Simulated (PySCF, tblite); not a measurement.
# C₄HF₂N₂ radical: geometry, infrared bands and EPR parameters

What infrared bands and EPR parameters should C₄HF₂N₂ radical (`Fc1[c]cnc(F)n1`) show?

The runs use tblite 0.8.0 and PySCF 2.14.0, with density-fitted response routines of our own; the level of theory stands in each step. All values are computed, except where a source is named. Atoms count from 0, in the outputs and in this text.

## Step 1: The starting structure

9 atoms, charge 0, multiplicity 2; geometry from: force field or distance geometry start.

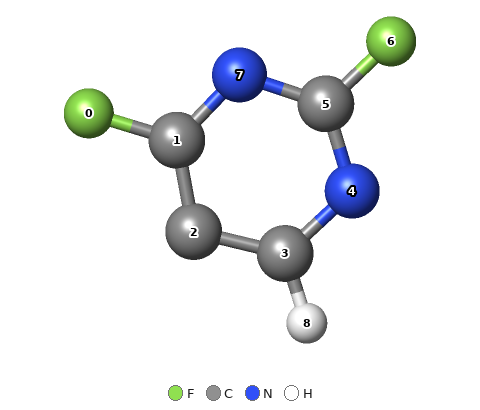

The starting geometry (fluorine green, carbon grey, nitrogen blue, hydrogen white), atoms numbered.

## Step 2: Relaxing the molecule with GFN2-xTB

What the job is given:

```
{"job": {"kind": "relax", "xc": "GFN2-xTB", "basis": "xTB"}, "charge": 0, "multiplicity": 2}
F      2.237900    -1.284600    -0.592800
C      1.104400    -0.612100    -0.280000
C      1.184300     0.753500    -0.199700
C     -0.012600     1.367400     0.122900
N     -1.152600     0.684500     0.383800
C     -1.085600    -0.652700     0.274300
F     -2.203800    -1.338300     0.513200
N      0.016800    -1.349300    -0.035300
H     -0.075400     2.437600     0.215700
```

Launch:

```
> OMP_NUM_THREADS=1 python probes_run.py task.json out
```

The driver reads the jobs from task.json and runs them one after another.

Output:

```text
step      E/eV     max force
  0    -660.43597    2.045
  1    -660.56554    1.060
  2    -660.60703    0.604
  3    -660.62641    0.422
  4    -660.63894    0.249
  5    -660.64127    0.119
  6    -660.64242    0.109
  7    -660.64346    0.097
  8    -660.64397    0.059
  9    -660.64420    0.042
 10    -660.64432    0.034
 11    -660.64437    0.020
 12    -660.64438    0.006
```

Wall time 0.05 s (1 thread of Arm Neoverse V2, shared host).

Along the way:

```
step  energy from step 0 (eV)  largest force (eV/Å)
   0                   0.0000                2.0445
   1                  -0.1296                1.0600
   2                  -0.1711                0.6035
   3                  -0.1904                0.4216
   4                  -0.2030                0.2495
   5                  -0.2053                0.1186
   6                  -0.2065                0.1087
   7                  -0.2075                0.0971
   8                  -0.2080                0.0589
   9                  -0.2082                0.0420
  10                  -0.2083                0.0340
  11                  -0.2084                0.0199
  12                  -0.2084                0.0059
```

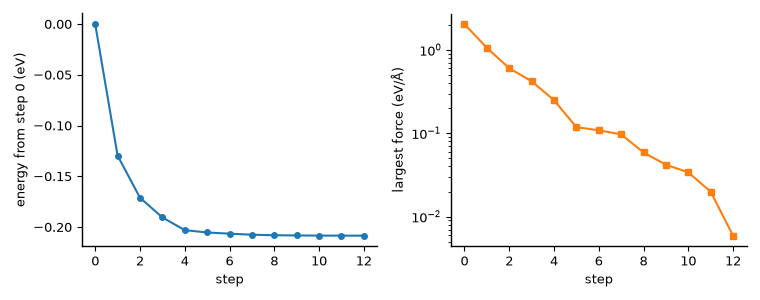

Energy and largest force along the relaxation.

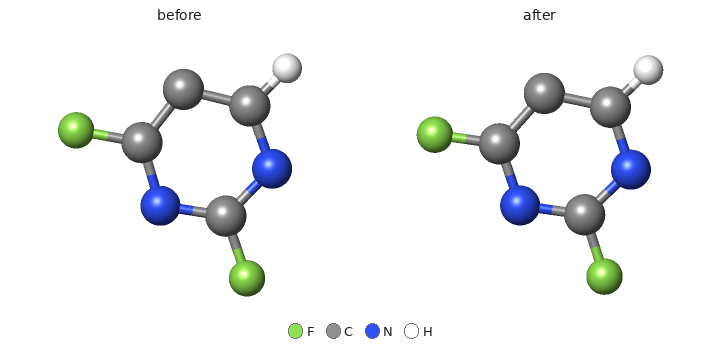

Before and after, at one scale.

Distances of close pairs at the start and the end, largest changes first:

```
 bond  before (Å)  after (Å)  change (Å)
F0–C1       1.355      1.317      -0.038
N4–C5       1.343      1.312      -0.031
C5–N7       1.340      1.318      -0.022
C3–N4       1.354      1.335      -0.020
C2–C3       1.383      1.365      -0.019
C1–N7       1.336      1.321      -0.016
C5–F6       1.333      1.318      -0.015
C1–C2       1.370      1.374      +0.004
```

The final coordinates are the input of the step that follows.

## Step 3: Infrared spectrum with GFN2-xTB

What the job is given:

```
{"job": {"kind": "ir", "xc": "GFN2-xTB", "basis": "xTB"}, "charge": 0, "multiplicity": 2}
F      2.204656    -1.341390    -0.590031
C      1.134286    -0.640494    -0.279059
C      1.121327     0.730962    -0.192107
C     -0.032330     1.381033     0.138026
N     -1.144802     0.682898     0.374654
C     -1.044906    -0.621154     0.269151
F     -2.139469    -1.318218     0.499970
N      0.027397    -1.321712    -0.043019
H     -0.112598     2.454067     0.224474
```

Output:

```text
mode    cm-1     km/mol
  1     189.4      2.50
  2     220.3      1.38
  3     314.8      1.49
  4     392.8      0.55
  5     468.7     13.36
  6     488.2      0.59
  7     538.4      4.43
  8     610.0      3.98
  9     706.4     63.19
 10     725.8     43.67
 11     876.0     12.94
 12     998.9     99.32
 13    1025.4     70.14
 14    1194.0     62.62
 15    1225.2     31.19
 16    1315.2     64.01
 17    1361.3    119.70
 18    1412.1     83.48
 19    1486.6    283.06
 20    1579.7    260.57
 21    3085.3      0.23
```

It took 0.15 s on 1 thread of Arm Neoverse V2, shared host.

Which atoms move in the most intense modes:

```
cm⁻¹  km/mol                               atoms
 706    63.2           C5 47 %, N4 16 %, N7 15 %
 999    99.3           C2 35 %, N7 20 %, F0 15 %
1025    70.1                    N4 37 %, N7 36 %
1315    64.0  C5 27 %, C2 20 %, C3 20 %, C1 15 %
1361   119.7  C5 44 %, N7 11 %, C3 11 %, C1 10 %
1412    83.5           C1 40 %, C5 20 %, C2 12 %
1487   283.1  N7 25 %, C1 23 %, C3 22 %, N4 17 %
1580   260.6           C2 30 %, C5 27 %, C1 16 %
```

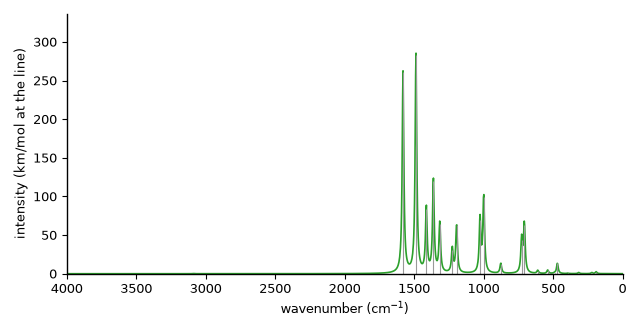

The infrared spectrum from these modes, unscaled. Lines are broadened to a width of 14 cm⁻¹ (Lorentzian).

## Step 4: g tensor and hyperfine couplings: B3LYP/pcH-1

Settings changed since step 3:

```diff
@@ -1,2 +1,2 @@
-{"job": {"kind": "ir", "xc": "GFN2-xTB", "basis": "xTB"}, "charge": 0, "multiplicity": 2}
+{"job": {"kind": "epr", "basis": "pcH-1"}, "charge": 0, "multiplicity": 2}
 F      2.204656    -1.341390    -0.590031
```

With the program's defaults for keys left out, this is: UKS B3LYP, pcH-1 on C F H N, non-relativistic, mean-field spin-orbit, GIAO.

Output:

```text
UKS, coarse grid
  cycle   1  E = -462.02360014  |g| = 5.56e-01
  cycle   2  E = -461.87485836  |g| = 8.87e-01
  cycle   3  E = -462.13138415  |g| = 8.00e-02
  cycle   4  E = -462.13175941  |g| = 7.69e-02
  cycle   5  E = -462.13452926  |g| = 1.08e-02
  cycle   6  E = -462.13458022  |g| = 7.10e-03
  cycle   7  E = -462.13460922  |g| = 1.69e-03
  cycle   8  E = -462.13461585  |g| = 1.48e-03
  cycle   9  E = -462.13461715  |g| = 6.10e-04
UKS, final grid
  cycle   1  E = -462.13452276  |g| = 9.57e-04
  cycle   2  E = -462.13452160  |g| = 1.94e-03
  cycle   3  E = -462.13452341  |g| = 1.51e-04
  cycle   4  E = -462.13452350  |g| = 1.41e-04
  cycle   5  E = -462.13452352  |g| = 3.18e-05
  cycle   6  E = -462.13452352  |g| = 1.31e-05
E = -462.13452352 Eh   <S^2> = 0.7570 (exact 0.7500)
g shifts (ppm)      1          2          3
  rmc          -170       -170       -170
  gc             37         15         11
  oz_so        -343          7        998
  total        -476       -149        839
hyperfine (MHz)  atom isotope    a_iso     a_fc   dipolar eigenvalues
    0   19F      -6.80      -6.80    -24.95      1.63     23.32
    1   13C      -2.98      -2.98    -14.25     -5.27     19.52
    2   13C     431.09     431.09    -77.61    -61.06    138.67
    3   13C      20.85      20.85    -12.74     -0.87     13.61
    4   14N       0.37       0.37     -4.28     -2.36      6.64
    5   13C      -1.53      -1.53     -7.66      2.08      5.58
    6   19F      34.03      34.03    -27.25     -0.41     27.66
    7   14N       0.66       0.66     -5.05     -2.84      7.89
    8    1H      31.75      31.75     -6.34     -5.01     11.35
```

Run time: 33 s. Hardware: 1 thread of Arm Neoverse V2, shared host; peak memory 0.74 GiB.

Principal g values 2.00184, 2.00217, 2.00316; g(iso) = 2.00239, against 2.00232 for a free electron.

Hyperfine couplings, nucleus by nucleus at this fixed geometry (no averaging over rotations):

```
nuclei  isotope  a(iso) (MHz)  a(iso) (G, at g = 2.0023)  largest dipolar term (MHz)
    C2      13C         431.1                      153.8                       138.7
    F6      19F          34.0                       12.1                        27.7
    H8       1H          31.8                       11.3                        11.4
    C3      13C          20.8                        7.4                        13.6
    F0      19F          -6.8                       -2.4                       -24.9
    C1      13C          -3.0                       -1.1                        19.5
    C5      13C          -1.5                       -0.5                        -7.7
    N7      14N           0.7                        0.2                         7.9
    N4      14N           0.4                        0.1                         6.6
```

Mulliken spin populations:

```
atom  value (e)
  F0       0.00
  C1      -0.03
  C2       0.97
  C3      -0.06
  N4       0.06
  C5      -0.03
  F6       0.00
  N7       0.08
  H8       0.01
```

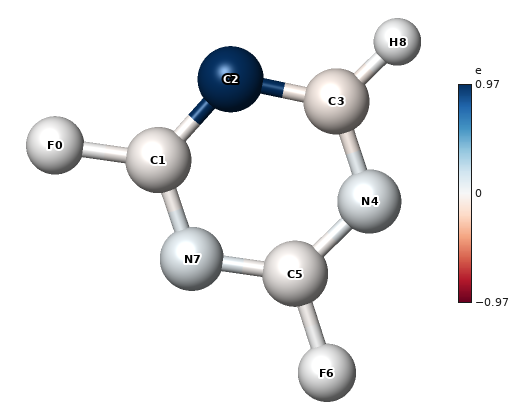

Mulliken spin populations, as colours on the atoms.

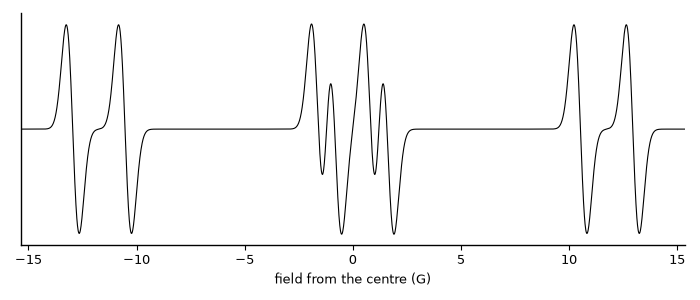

First-order isotropic spectrum (first derivative, main isotopes with spin only, couplings over 0.8 MHz, Gaussian width 0.3 G; couplings of the frozen geometry, rotation of groups not averaged beyond the rows shown).

Orbitals, density, ELF and potential are computed afterwards from the orbital file.

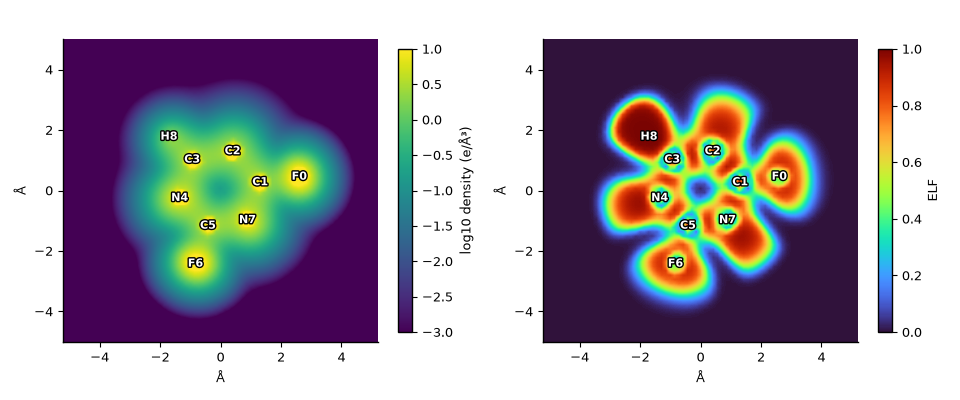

Density (left) and ELF (right) in a plane through or near 9 of the atoms.

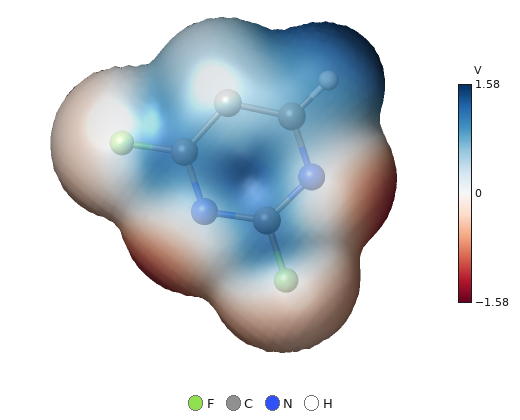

The potential that a unit positive charge feels on the 0.002 e/bohr³ surface, from -1.18 V near N4 to 1.58 V near H8.

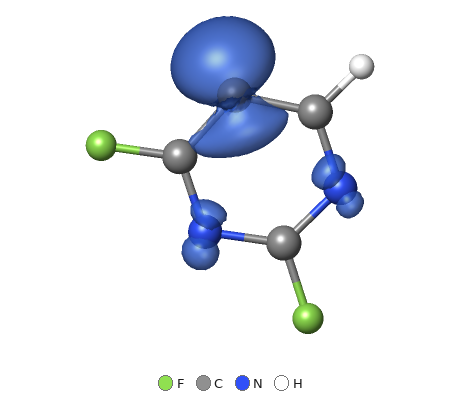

Spin density at ±0.06 e/Å³ (alpha excess blue, beta excess red).

## Step 5: Summary of results

```
                                 quantity                  value
strongest single infrared mode (GFN2-xTB)  1487 cm⁻¹, 283 km/mol
             zero-point energy (GFN2-xTB)          28.9 kcal/mol
                           g(iso) (B3LYP)                2.00239
                                     ⟨S²⟩     0.757 (exact 0.75)
                           largest a(iso)   13C on C2, 431.1 MHz
    surface potential, least and greatest     -1.18 V and 1.58 V
```

In words: The optimisation took 12 steps and gained 0.208 eV; among the close pairs (by a distance rule), F0–C1 changed most, from 1.355 to 1.317 Å. No mode is imaginary among the 21: a minimum at this level. The strongest single mode, at 1487 cm⁻¹, is spread over several atoms, N7, C1, C3, N4 among them. Unscaled tight-binding wavenumbers are off by several per cent, some by more. Its intensities can rank the bands wrongly. Most of the unpaired spin sits on C2 (0.97 e). The isotropic g lies 0.1 ppt above the free-electron value.
